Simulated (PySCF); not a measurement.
C9H14Si, SMILES CC(C)c1ccccc1[SiH3], singlet at its GFN2-xTB optimised geometry (Å):

```
24

C     -2.3383    -1.9067     1.2747
C     -1.5000    -1.7809     0.0010
C     -2.3783    -1.8906    -1.2469
C     -0.7166    -0.4901     0.0000
C     -1.4008     0.7199     0.0021
C     -0.7265     1.9263     0.0022
C      0.6572     1.9357     0.0005
C      1.3430     0.7366     0.0000
C      0.6813    -0.4901     0.0000
Si     1.7217    -2.0678     0.0024
H     -3.0849    -1.1181     1.3297
H     -1.7006    -1.8364     2.1534
H     -2.8517    -2.8659     1.2949
H     -0.7911    -2.6148    -0.0161
H     -1.7703    -1.7991    -2.1445
H     -2.8840    -2.8538    -1.2677
H     -3.1334    -1.1085    -1.2638
H     -2.4813     0.7244     0.0040
H     -1.2787     2.8552     0.0035
H      1.1970     2.8718     0.0001
H      2.4241     0.7498    -0.0004
H      3.1334    -1.6787     0.0148
H      1.4619    -2.8637    -1.2020
H      1.4441    -2.8718     1.1975
```

Computed with CAM-B3LYP/def2-SVP (PySCF). Cells within 0.4 Å of a nucleus heavier than hydrogen are left out (blank, or x).

Map of the electrostatic potential (hartree/e), clipped to [-0.08, 0.12] on the plane z = 1.2 Å:

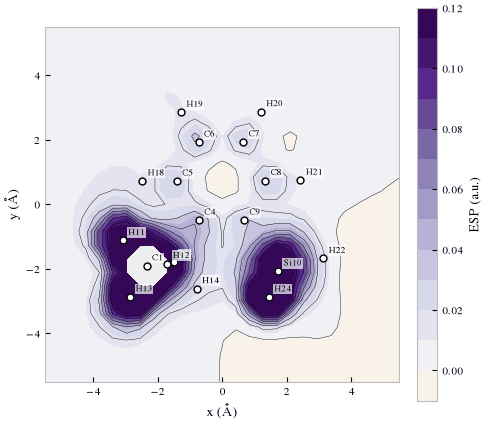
Figure: Electrostatic potential (hartree/e), clipped to [-0.08, 0.12] on the plane z = 1.2 Å.
